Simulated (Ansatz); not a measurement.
Geometry relaxation of CH7ClGe (part 3 of 3)

The same run, continued: CH7ClGe; RKS PBE0-D4/def2-TZVP (Ansatz 0.2.0). The geometry is a transition state displaced along its imaginary mode. The reaction was set up to form Ge1–Cl7 and C2–H6 and to break Ge1–C2 and H6–Cl7 (atoms counted from 1 in the order of the input); sticks are drawn by distance alone.

Geometry of the input (Å):
```
Ge -0.3741  0.2399  -1.0020
C  0.3383  -0.7778  0.6320
H  -1.7863  0.8222  -0.7762
H  0.6547  1.2288  -1.5919
H  -0.4436  -1.0263  -1.8422
H  0.1812  0.7101  0.8851
Cl 0.0342  2.1194  1.1387
H  -0.4766  -1.5002  0.7222
H  1.2127  -1.2295  0.1551
H  0.6595  -0.5866  1.6792
```

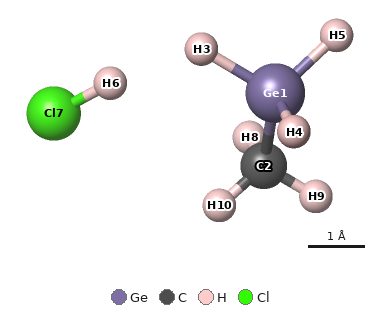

Figure 1. The geometry at step 51 of the log (ball-and-stick view, seen at a tilt; atoms are numbered from 1 in the order of the input).

### Trajectory as extended XYZ, continued
```
10
Properties=species:S:1:pos:R:3:forces:R:3 step=35 energy=-70180.30697
Ge   -0.2178   -0.0706   -1.1125    0.0007   0.0014   0.0003
C     0.5016   -1.0825    0.3897    0.0010  -0.0033   0.0061
H    -1.1316    1.0680   -0.5913    0.0042  -0.0062  -0.0087
H     0.9045    0.5793   -1.9388   -0.0097  -0.0031   0.0041
H    -1.0769   -0.9586   -2.0280    0.0023   0.0086   0.0033
H    -0.6886    1.9340    1.0644    0.0175   0.0153   0.0401
Cl   -0.2118    2.3657    2.1793   -0.0178  -0.0157  -0.0399
H    -0.3092   -1.5264    0.9688    0.0098   0.0054  -0.0059
H     1.1497   -1.8807    0.0254   -0.0041   0.0065   0.0053
H     1.0799   -0.4282    1.0430   -0.0039  -0.0088  -0.0048
10
Properties=species:S:1:pos:R:3:forces:R:3 step=37 energy=-70180.30704
Ge   -0.2154   -0.0705   -1.1142   -0.0015   0.0057  -0.0066
C     0.5044   -1.0789    0.3901   -0.0015  -0.0010   0.0025
H    -1.1191    1.0781   -0.5980    0.0028  -0.0041   0.0000
H     0.9057    0.5680   -1.9505   -0.0027  -0.0044   0.0038
H    -1.0861   -0.9552   -2.0216    0.0031   0.0010   0.0042
H    -0.6881    1.9290    1.0639    0.0141   0.0131   0.0367
Cl   -0.2306    2.3524    2.1900   -0.0147  -0.0133  -0.0356
H    -0.3064   -1.5129    0.9763    0.0052   0.0033  -0.0033
H     1.1442   -1.8843    0.0273   -0.0022   0.0041   0.0020
H     1.0914   -0.4257    1.0366   -0.0026  -0.0046  -0.0038
10
Properties=species:S:1:pos:R:3:forces:R:3 step=38 energy=-70180.30708
Ge   -0.2134   -0.0700   -1.1172   -0.0002   0.0008   0.0017
C     0.5057   -1.0758    0.3891    0.0008   0.0005  -0.0010
H    -1.1088    1.0850   -0.6017    0.0000  -0.0013  -0.0029
H     0.9089    0.5582   -1.9592   -0.0015  -0.0011   0.0004
H    -1.0912   -0.9552   -2.0168    0.0001   0.0017   0.0003
H    -0.6938    1.9218    1.0706    0.0120   0.0112   0.0277
Cl   -0.2404    2.3484    2.1967   -0.0118  -0.0113  -0.0271
H    -0.3053   -1.5020    0.9804   -0.0013  -0.0002   0.0004
H     1.1391   -1.8867    0.0277    0.0009  -0.0009   0.0001
H     1.0992   -0.4237    1.0304    0.0011   0.0006   0.0003
10
Properties=species:S:1:pos:R:3:forces:R:3 step=39 energy=-70180.30714
Ge   -0.2094   -0.0699   -1.1232   -0.0004  -0.0015   0.0054
C     0.5093   -1.0686    0.3881    0.0031  -0.0021   0.0020
H    -1.0877    1.1004   -0.6129    0.0001  -0.0004  -0.0047
H     0.9139    0.5359   -1.9799   -0.0021   0.0005  -0.0006
H    -1.1037   -0.9552   -2.0064   -0.0007   0.0029  -0.0012
H    -0.7001    1.9167    1.0782    0.0101   0.0076   0.0220
Cl   -0.2663    2.3276    2.2175   -0.0095  -0.0084  -0.0218
H    -0.3020   -1.4774    0.9911    0.0008   0.0008  -0.0014
H     1.1288   -1.8917    0.0301   -0.0010   0.0007   0.0010
H     1.1171   -0.4178    1.0172   -0.0004   0.0001  -0.0005
10
Properties=species:S:1:pos:R:3:forces:R:3 step=41 energy=-70180.30723
Ge   -0.2056   -0.0691   -1.1284   -0.0012  -0.0001  -0.0008
C     0.5135   -1.0595    0.3882    0.0011  -0.0020   0.0015
H    -1.0642    1.1191   -0.6260    0.0026  -0.0008  -0.0022
H     0.9181    0.5115   -2.0021   -0.0034  -0.0003   0.0010
H    -1.1197   -0.9520   -1.9936    0.0017   0.0015   0.0005
H    -0.6997    1.9054    1.0820   -0.0032  -0.0034  -0.0092
Cl   -0.2990    2.2997    2.2378    0.0029   0.0036   0.0103
H    -0.2976   -1.4494    1.0039    0.0012   0.0009  -0.0010
H     1.1178   -1.8956    0.0342   -0.0011   0.0010   0.0007
H     1.1365   -0.4100    1.0038   -0.0007  -0.0003  -0.0007
10
Properties=species:S:1:pos:R:3:forces:R:3 step=42 energy=-70180.30689 accepted=F
Ge   -0.1958   -0.0688   -1.1419   -0.0071   0.0192  -0.0227
C     0.5230   -1.0404    0.3872    0.0046  -0.0177   0.0244
H    -1.0075    1.1608   -0.6569    0.0133  -0.0192  -0.0028
H     0.9279    0.4553   -2.0539   -0.0240  -0.0141   0.0201
H    -1.1543   -0.9463   -1.9662    0.0174   0.0148   0.0144
H    -0.7120    1.8794    1.0991    0.0372   0.0392   0.1230
Cl   -0.3662    2.2473    2.2863   -0.0381  -0.0407  -0.1276
H    -0.2877   -1.3869    1.0311    0.0349   0.0143  -0.0269
H     1.0925   -1.9058    0.0431   -0.0177   0.0291   0.0167
H     1.1801   -0.3945    0.9721   -0.0205  -0.0249  -0.0185
10
Properties=species:S:1:pos:R:3:forces:R:3 step=44 energy=-70180.30729
Ge   -0.1985   -0.0685   -1.1385   -0.0038  -0.0007  -0.0028
C     0.5211   -1.0454    0.3867    0.0021  -0.0056   0.0093
H    -1.0212    1.1496   -0.6470    0.0067  -0.0022  -0.0025
H     0.9248    0.4679   -2.0413   -0.0088  -0.0023   0.0051
H    -1.1467   -0.9474   -1.9709    0.0052   0.0055   0.0020
H    -0.7000    1.8895    1.0919    0.0076   0.0105   0.0346
Cl   -0.3589    2.2593    2.2763   -0.0094  -0.0116  -0.0363
H    -0.2893   -1.4021    1.0239    0.0123   0.0059  -0.0094
H     1.0984   -1.9038    0.0401   -0.0057   0.0105   0.0059
H     1.1703   -0.3992    0.9787   -0.0063  -0.0100  -0.0058
10
Properties=species:S:1:pos:R:3:forces:R:3 step=45 energy=-70180.30732
Ge   -0.1979   -0.0675   -1.1370    0.0026   0.0026  -0.0047
C     0.5223   -1.0450    0.3875    0.0003  -0.0063   0.0080
H    -1.0155    1.1539   -0.6455    0.0011  -0.0046  -0.0036
H     0.9247    0.4664   -2.0420   -0.0056  -0.0028   0.0038
H    -1.1491   -0.9439   -1.9686    0.0030   0.0042   0.0044
H    -0.7101    1.8877    1.0892    0.0078   0.0062   0.0228
Cl   -0.3578    2.2530    2.2714   -0.0075  -0.0057  -0.0208
H    -0.2877   -1.3991    1.0265    0.0110   0.0046  -0.0075
H     1.0967   -1.9051    0.0406   -0.0057   0.0087   0.0041
H     1.1743   -0.4003    0.9779   -0.0070  -0.0070  -0.0066
10
Properties=species:S:1:pos:R:3:forces:R:3 step=47 energy=-70180.30738
Ge   -0.1949   -0.0679   -1.1412   -0.0039   0.0055  -0.0036
C     0.5249   -1.0412    0.3862    0.0027  -0.0042   0.0077
H    -1.0008    1.1632   -0.6539    0.0042  -0.0058  -0.0021
H     0.9268    0.4510   -2.0558   -0.0038  -0.0027   0.0044
H    -1.1571   -0.9426   -1.9615    0.0019   0.0028   0.0023
H    -0.7114    1.8829    1.0978    0.0006   0.0004   0.0006
Cl   -0.3787    2.2452    2.2856   -0.0008  -0.0012  -0.0015
H    -0.2844   -1.3837    1.0322    0.0089   0.0040  -0.0074
H     1.0898   -1.9087    0.0420   -0.0046   0.0078   0.0041
H     1.1858   -0.3982    0.9684   -0.0051  -0.0067  -0.0045
10
Properties=species:S:1:pos:R:3:forces:R:3 step=48 energy=-70180.30741
Ge   -0.1926   -0.0665   -1.1436    0.0003   0.0021  -0.0045
C     0.5284   -1.0352    0.3861    0.0016  -0.0070   0.0115
H    -0.9823    1.1765   -0.6601    0.0043  -0.0060  -0.0044
H     0.9286    0.4335   -2.0695   -0.0075  -0.0019   0.0045
H    -1.1692   -0.9382   -1.9504    0.0035   0.0058   0.0037
H    -0.7107    1.8770    1.0963    0.0048   0.0057   0.0224
Cl   -0.4047    2.2230    2.2970   -0.0056  -0.0061  -0.0219
H    -0.2797   -1.3641    1.0409    0.0132   0.0054  -0.0095
H     1.0817   -1.9113    0.0447   -0.0064   0.0113   0.0052
H     1.2004   -0.3946    0.9585   -0.0082  -0.0095  -0.0068
10
Properties=species:S:1:pos:R:3:forces:R:3 step=49 energy=-70180.30744
Ge   -0.1905   -0.0660   -1.1453   -0.0021   0.0023  -0.0030
C     0.5305   -1.0326    0.3858    0.0027  -0.0073   0.0114
H    -0.9718    1.1831   -0.6637    0.0050  -0.0050  -0.0048
H     0.9300    0.4240   -2.0772   -0.0080  -0.0019   0.0045
H    -1.1754   -0.9352   -1.9445    0.0046   0.0050   0.0026
H    -0.7142    1.8733    1.0984    0.0023   0.0024   0.0106
Cl   -0.4171    2.2142    2.3024   -0.0028  -0.0027  -0.0100
H    -0.2770   -1.3536    1.0453    0.0128   0.0052  -0.0097
H     1.0770   -1.9135    0.0459   -0.0062   0.0111   0.0053
H     1.2087   -0.3938    0.9528   -0.0082  -0.0092  -0.0068
10
Properties=species:S:1:pos:R:3:forces:R:3 step=51 energy=-70180.30753
Ge   -0.1844   -0.0641   -1.1504   -0.0037   0.0047  -0.0088
C     0.5381   -1.0228    0.3849    0.0042  -0.0089   0.0153
H    -0.9324    1.2088   -0.6780    0.0059  -0.0080  -0.0040
H     0.9324    0.3889   -2.1056   -0.0086  -0.0031   0.0073
H    -1.1980   -0.9246   -1.9231    0.0060   0.0061   0.0050
H    -0.7206    1.8610    1.1040    0.0004   0.0010   0.0045
Cl   -0.4678    2.1795    2.3238   -0.0010  -0.0012  -0.0041
H    -0.2661   -1.3149    1.0619    0.0163   0.0059  -0.0132
H     1.0596   -1.9211    0.0508   -0.0082   0.0153   0.0066
H     1.2393   -0.3908    0.9316   -0.0113  -0.0117  -0.0086
10
Properties=species:S:1:pos:R:3:forces:R:3 step=52 energy=-70180.30756
Ge   -0.1831   -0.0638   -1.1513   -0.0031   0.0040  -0.0041
C     0.5397   -1.0209    0.3848    0.0029  -0.0078   0.0111
H    -0.9246    1.2131   -0.6803    0.0041  -0.0041  -0.0031
H     0.9330    0.3824   -2.1102   -0.0069  -0.0027   0.0040
H    -1.2027   -0.9217   -1.9186    0.0058   0.0036   0.0027
H    -0.7238    1.8591    1.1045    0.0002  -0.0003   0.0007
Cl   -0.4761    2.1722    2.3268   -0.0005   0.0001   0.0001
H    -0.2637   -1.3076    1.0648    0.0119   0.0042  -0.0097
H     1.0563   -1.9223    0.0520   -0.0059   0.0110   0.0049
H     1.2450   -0.3905    0.9276   -0.0086  -0.0081  -0.0068
10
Properties=species:S:1:pos:R:3:forces:R:3 step=54 energy=-70180.30764
Ge   -0.1736   -0.0603   -1.1585   -0.0011   0.0011  -0.0031
C     0.5524   -1.0061    0.3833    0.0023  -0.0057   0.0080
H    -0.8583    1.2526   -0.7012    0.0005  -0.0034  -0.0030
H     0.9341    0.3252   -2.1528   -0.0060  -0.0027   0.0038
H    -1.2388   -0.9009   -1.8820    0.0064   0.0066   0.0044
H    -0.7372    1.8446    1.1111    0.0065   0.0075   0.0394
Cl   -0.5568    2.1137    2.3567   -0.0066  -0.0077  -0.0396
H    -0.2434   -1.2479    1.0889    0.0107   0.0025  -0.0090
H     1.0294   -1.9325    0.0604   -0.0042   0.0095   0.0048
H     1.2921   -0.3883    0.8939   -0.0084  -0.0077  -0.0057
10
Properties=species:S:1:pos:R:3:forces:R:3 step=55 energy=-70180.30767
Ge   -0.1741   -0.0604   -1.1575   -0.0028   0.0010  -0.0028
C     0.5522   -1.0074    0.3834    0.0004  -0.0023   0.0040
H    -0.8619    1.2506   -0.6998    0.0018  -0.0009   0.0002
H     0.9334    0.3282   -2.1505   -0.0021  -0.0017   0.0015
H    -1.2376   -0.9007   -1.8831    0.0039   0.0017   0.0022
H    -0.7329    1.8448    1.1101    0.0026   0.0043   0.0220
Cl   -0.5565    2.1184    2.3547   -0.0031  -0.0044  -0.0220
H    -0.2438   -1.2519    1.0876    0.0050   0.0011  -0.0043
H     1.0312   -1.9323    0.0595   -0.0019   0.0048   0.0020
H     1.2900   -0.3893    0.8957   -0.0037  -0.0036  -0.0028
10
Properties=species:S:1:pos:R:3:forces:R:3 step=56 energy=-70180.30768
Ge   -0.1735   -0.0597   -1.1574   -0.0003  -0.0005  -0.0005
C     0.5530   -1.0073    0.3830   -0.0007   0.0005   0.0003
H    -0.8576    1.2531   -0.6996    0.0006  -0.0004  -0.0002
H     0.9333    0.3252   -2.1521    0.0003   0.0003  -0.0006
H    -1.2395   -0.8985   -1.8807    0.0000   0.0001   0.0005
H    -0.7357    1.8413    1.1110    0.0011   0.0021   0.0072
Cl   -0.5603    2.1194    2.3542   -0.0012  -0.0018  -0.0067
H    -0.2424   -1.2504    1.0881   -0.0002  -0.0005   0.0003
H     1.0303   -1.9328    0.0591    0.0002   0.0000  -0.0003
H     1.2923   -0.3902    0.8943    0.0003   0.0002   0.0000
10
Properties=species:S:1:pos:R:3:forces:R:3 step=58 energy=-70180.30769
Ge   -0.1672   -0.0575   -1.1606   -0.0026   0.0040  -0.0052
C     0.5623   -1.0002    0.3814    0.0023  -0.0015   0.0042
H    -0.8123    1.2781   -0.7106    0.0040  -0.0074  -0.0032
H     0.9322    0.2871   -2.1791   -0.0069  -0.0011   0.0062
H    -1.2643   -0.8817   -1.8544    0.0048   0.0049   0.0030
H    -0.7430    1.8371    1.1152    0.0019   0.0040   0.0208
Cl   -0.6179    2.0864    2.3710   -0.0020  -0.0044  -0.0217
H    -0.2275   -1.2185    1.1010    0.0052   0.0015  -0.0042
H     1.0164   -1.9391    0.0621   -0.0021   0.0048   0.0026
H     1.3213   -0.3917    0.8740   -0.0045  -0.0047  -0.0025
10
Properties=species:S:1:pos:R:3:forces:R:3 step=59 energy=-70180.30771
Ge   -0.1682   -0.0578   -1.1597   -0.0012   0.0032  -0.0017
C     0.5608   -1.0017    0.3818    0.0008  -0.0005   0.0006
H    -0.8198    1.2738   -0.7082    0.0014  -0.0029  -0.0011
H     0.9321    0.2943   -2.1739   -0.0022  -0.0012   0.0020
H    -1.2603   -0.8839   -1.8586    0.0020   0.0011   0.0010
H    -0.7426    1.8381    1.1134    0.0008   0.0010   0.0059
Cl   -0.6075    2.0916    2.3668   -0.0008  -0.0011  -0.0057
H    -0.2298   -1.2244    1.0989    0.0012   0.0005  -0.0009
H     1.0189   -1.9382    0.0616   -0.0005   0.0009   0.0007
H     1.3164   -0.3918    0.8777   -0.0013  -0.0011  -0.0008
10
Properties=species:S:1:pos:R:3:forces:R:3 step=61 energy=-70180.30771
Ge   -0.1659   -0.0568   -1.1605   -0.0008   0.0018  -0.0006
C     0.5644   -0.9996    0.3810    0.0007   0.0000   0.0000
H    -0.8029    1.2825   -0.7116    0.0008  -0.0017  -0.0007
H     0.9312    0.2807   -2.1831   -0.0012  -0.0003   0.0009
H    -1.2691   -0.8769   -1.8486    0.0008   0.0006   0.0002
H    -0.7457    1.8363    1.1151    0.0000  -0.0002  -0.0006
Cl   -0.6292    2.0812    2.3718    0.0001   0.0000   0.0005
H    -0.2238   -1.2132    1.1034    0.0000   0.0002   0.0002
H     1.0137   -1.9408    0.0624   -0.0002  -0.0001   0.0002
H     1.3273   -0.3934    0.8701   -0.0002  -0.0002  -0.0001
10
Properties=species:S:1:pos:R:3:forces:R:3 step=62 energy=-70180.30770 accepted=F
Ge   -0.1614   -0.0546   -1.1618   -0.0022   0.0026  -0.0051
C     0.5714   -0.9950    0.3800    0.0028  -0.0035   0.0063
H    -0.7704    1.2998   -0.7184    0.0019  -0.0044  -0.0009
H     0.9292    0.2552   -2.2004   -0.0050  -0.0014   0.0043
H    -1.2864   -0.8628   -1.8292    0.0052   0.0037   0.0024
H    -0.7514    1.8315    1.1165    0.0011   0.0037   0.0206
Cl   -0.6711    2.0580    2.3802   -0.0012  -0.0040  -0.0214
H    -0.2120   -1.1896    1.1134    0.0070   0.0017  -0.0058
H     1.0024   -1.9461    0.0647   -0.0034   0.0071   0.0032
H     1.3495   -0.3964    0.8549   -0.0061  -0.0054  -0.0037
10
Properties=species:S:1:pos:R:3:forces:R:3 step=64 energy=-70180.30772
Ge   -0.1626   -0.0551   -1.1615   -0.0005   0.0001  -0.0006
C     0.5695   -0.9963    0.3801    0.0014  -0.0012   0.0022
H    -0.7792    1.2950   -0.7161    0.0008  -0.0018  -0.0015
H     0.9298    0.2621   -2.1956   -0.0020   0.0004   0.0013
H    -1.2813   -0.8667   -1.8345    0.0013   0.0017   0.0004
H    -0.7505    1.8330    1.1162    0.0004   0.0008   0.0048
Cl   -0.6598    2.0645    2.3778   -0.0003  -0.0010  -0.0051
H    -0.2149   -1.1955    1.1108    0.0020   0.0006  -0.0015
H     1.0050   -1.9450    0.0640   -0.0012   0.0021   0.0010
H     1.3440   -0.3960    0.8586   -0.0018  -0.0017  -0.0011
10
Properties=species:S:1:pos:R:3:forces:R:3 step=65 energy=-70180.30772
Ge   -0.1618   -0.0547   -1.1614   -0.0008   0.0013  -0.0014
C     0.5708   -0.9957    0.3801    0.0011  -0.0010   0.0019
H    -0.7741    1.2977   -0.7170    0.0007  -0.0018  -0.0005
H     0.9293    0.2586   -2.1980   -0.0012  -0.0002   0.0012
H    -1.2840   -0.8640   -1.8315    0.0012   0.0009   0.0007
H    -0.7518    1.8319    1.1161    0.0002   0.0005   0.0028
Cl   -0.6665    2.0609    2.3784   -0.0002  -0.0006  -0.0029
H    -0.2127   -1.1914    1.1127    0.0017   0.0005  -0.0014
H     1.0027   -1.9462    0.0645   -0.0011   0.0019   0.0008
H     1.3481   -0.3971    0.8559   -0.0017  -0.0014  -0.0011
```

### Summary

```csv
quantity,value
outcome,converged
total energy,−70180.3078 eV
mean-field energy,−70180.1750 eV
dispersion energy,−0.1328 eV
SCF solution under orbital rotations,stable
largest force (length of the vector) at the end,0.003 eV/Å
dipole moment,1.50 D
hardware,"3 CPU threads, shared host"
wall time,3.2 min (CPU time 8.4 min)
peak memory,0.42 GiB
```
